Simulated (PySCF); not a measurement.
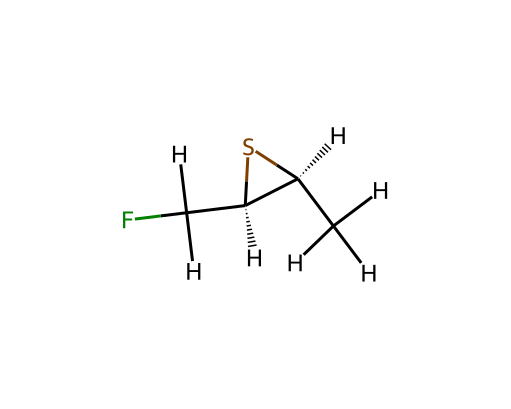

Question: Give its SMILES.

Answer: C[C@@H]1S[C@@H]1CF

Question: What is the molecular formula?

Answer: C4H7FS.

Question: An optimisation with GFN2-xTB gave a structure of which point group?

Answer: C1.

The parts below concern this one geometry. Atoms keep their numbers from picture to picture. The computed structure is the end point of a GFN2-xTB optimisation. No frequency run is at hand to confirm it as a minimum.

### Ring current

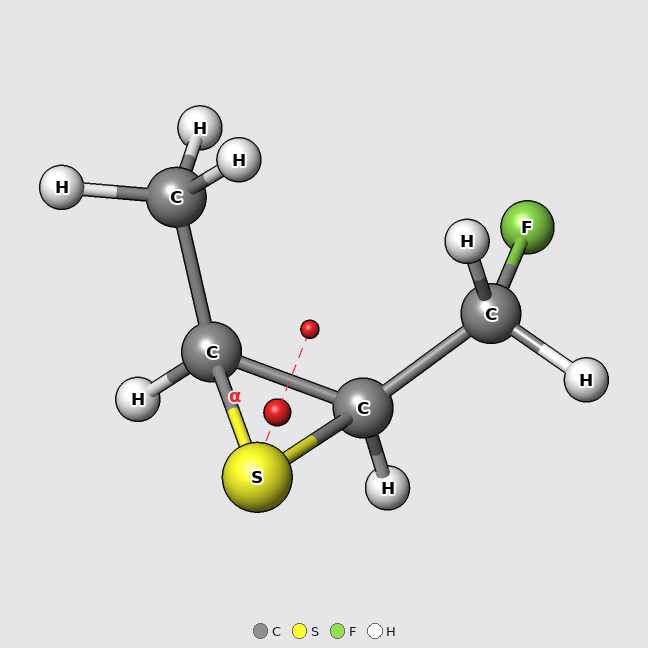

The small points mark where nucleus-independent chemical shifts (NICS) were computed: at the centre of each lettered ring and 1 Å above and below it. No frequency run is at hand to confirm it as a minimum. Properties computed with GIAO PBE0/pcSseg-1 NMR shielding, non-relativistic, gas phase (PySCF 2.14.0).

Give NICS(0), NICS(1) and the out-of-plane component NICS(1)zz for each ring (means of the two sides).

```csv
ring,members,NICS(0),NICS(1),NICS(1)zz
α,C2S,−48.2,−8.7,−22.3
```

Values in ppm.

### Electronic properties

No frequency run is at hand to confirm it as a minimum. Level of theory: PBE0/def2-SVPD, gas phase (PySCF 2.14.0). Excitations: vertical, linear response.

What does the calculation give?

- dipole moment: 0.65 D
- HOMO energy (Kohn–Sham orbital): −6.82 eV
- LUMO energy (Kohn–Sham orbital): −0.16 eV
- HOMO–LUMO gap: 6.66 eV
- mean static polarisability: 67.9 bohr³
- lowest vertical singlet excitation: 4.91 eV
- its oscillator strength: 0.000
- brightest of the 6 lowest singlets: 7.41 eV
- its oscillator strength: 0.05

### NMR shielding

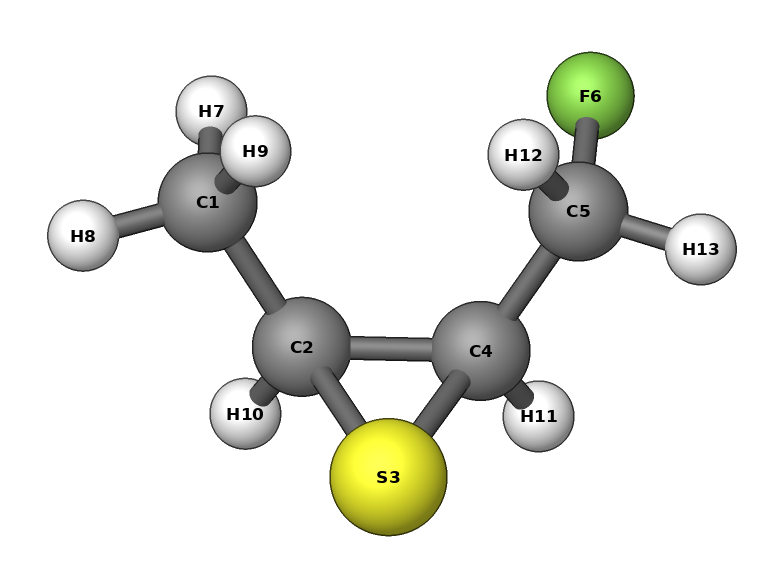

No frequency run is at hand to confirm it as a minimum. Method: GIAO PBE0/pcSseg-1 NMR shielding, non-relativistic, gas phase (PySCF 2.14.0). Principal shieldings σ11 ≤ σ22 ≤ σ33, span Ω = σ33 − σ11, skew κ = 3(σiso − σ22)/Ω.

Give the shielding tensors of the F atoms.

```json
{"atom": "F6", "σ11": "358.0", "σ22": "398.1", "σ33": "461.8", "σiso": "405.9", "Ω": "103.8", "κ": "0.23"}
```

Shieldings and span in ppm.

### Quadrupole coupling

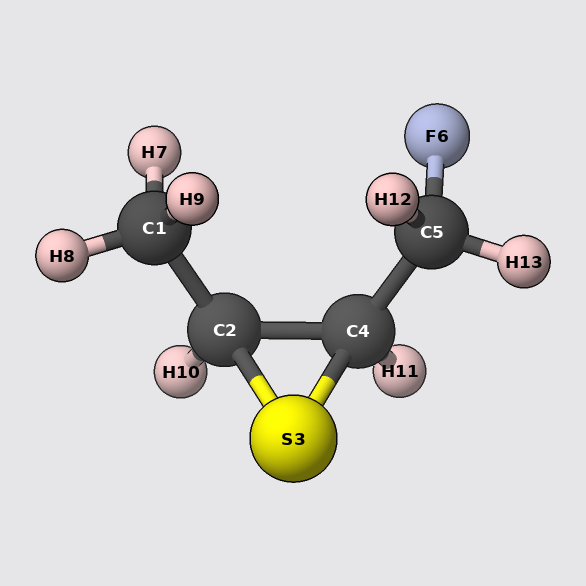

No frequency run is at hand to confirm it as a minimum. Electric field gradients from the ground-state density, PBE0/pcSseg-1 (PySCF 2.14.0), non-relativistic apart from any core potentials.

Give the largest field-gradient component, the quadrupole coupling constant and the asymmetry for 33S at S3 (Q = −67.81 mb), 2H at H7 (Q = 2.86 mb), 2H at H8 (Q = 2.86 mb), 2H at H9 (Q = 2.86 mb), 2H at H10 (Q = 2.86 mb).

```csv
atom,V_zz (a.u.),e²qQ/h (MHz),η
S3,−3.129,49.9,0.33
H7,0.309,0.208,0.03
H8,0.313,0.210,0.03
H9,0.313,0.211,0.04
H10,0.311,0.209,0.06
```
